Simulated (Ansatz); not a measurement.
## Electronic structure of AlBH₄NSb (SMILES [BH]1[NH][SbH][AlH]1) in real space

```
atom    x (Å)    y (Å)    z (Å)
   B  -0.9103   0.7599  -0.2351
   N   0.3988   1.0610   0.1410
  Sb   1.8676  -0.4393   0.0012
  Al  -0.5914  -1.2987  -0.6848
   H  -1.7807   1.5860  -0.2122
   H   0.6670   1.9898   0.4473
   H   1.6264  -1.0060   1.6094
   H  -1.1850  -2.7099  -1.1226
```

Geometry: PBE0-D4/def2-TZVP; core potentials replace the inner electrons of Sb.

The calculation used RKS PBE0-D4/def2-TZVPP in Ansatz 0.2.0.

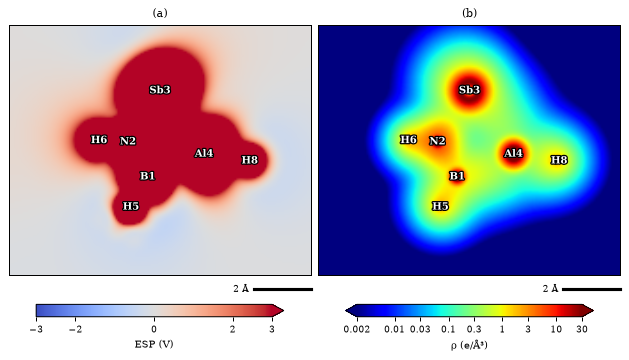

Figure 1. (a) electrostatic potential; (b) electron density on the plane of atoms N2, B1 and H5.

Question: Interpret the plot.

Answer:
- The section cuts through B, N, Sb, Al and H sites.
- B–N (1.39 Å): ρ is about 2 e/Å³ halfway.
- Sb–N (2.10 Å): the density is about 0.71 e/Å³ at the midpoint.
- Al–B (2.13 Å): ρ is about 0.56 e/Å³ halfway.
- Al–Sb (2.69 Å): the density is about 0.4 e/Å³ at the midpoint, with its minimum of 0.33 e/Å³ about 0.9 Å from Al.
- N–H (1.01 Å): ρ at the midpoint is about 2.9 e/Å³.
- Outside the dense part of the molecule the potential is most negative (−0.5 V) near H5.

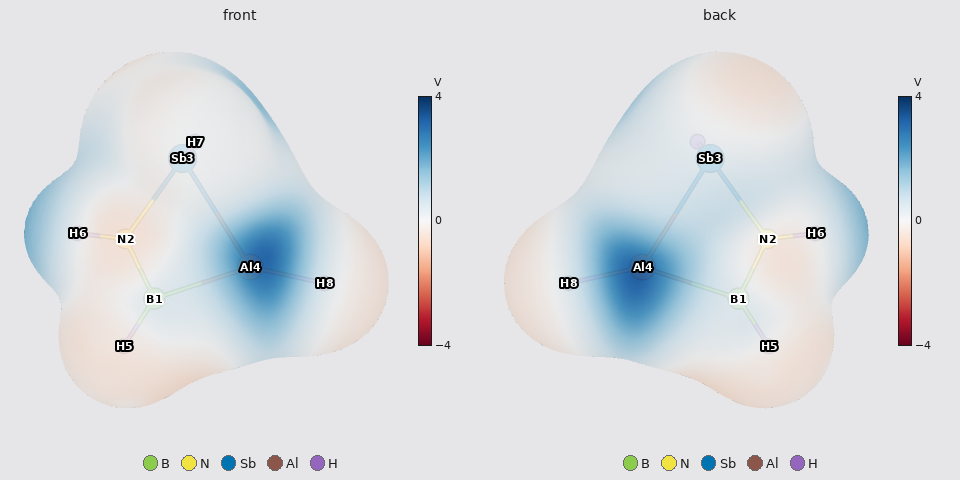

Figure 2. The molecular electrostatic potential painted on the density surface at 0.002 e/bohr³, seen from the front and from behind; red is negative and blue positive.

Question: Which sites attract a positive test charge, and which a negative one?

Answer: A positive charge is drawn to the negative regions and a negative charge to the positive ones. The most negative region (about −0.5 V) lies over H5, the most positive (about +3.1 V) over Al4.

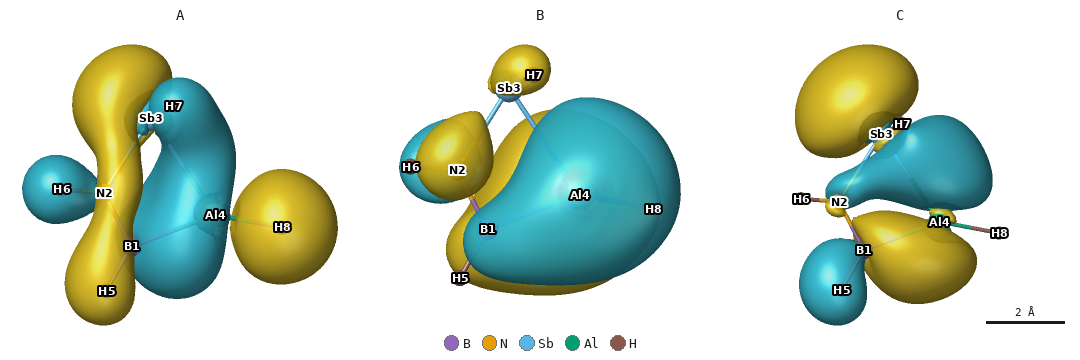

Figure 3. Three frontier orbitals at ±0.06 Å⁻³ᐟ² (yellow and cyan are the two phases), in no order.

Question: Order the three orbitals by energy and name them.

Answer: A is the HOMO−1 (−7.42 eV). By Hirshfeld shares it lies mainly on Al4 (about 25 %), B1 (about 20 %), Sb3 (about 20 %), H8 (about 15 %) and N2 (about 10 %). C is the HOMO (−6.01 eV). Its weight (Hirshfeld) is mainly on Sb3 (about 50 %), Al4 (about 25 %) and B1 (about 15 %). B is the LUMO (−2.07 eV). Its weight (Hirshfeld) is mainly on Al4 (about 60 %), B1 (about 15 %), Sb3 (about 10 %) and N2 (about 5 %).

Question: What is the HOMO–LUMO gap?

Answer: 3.94 eV between the orbital energies.
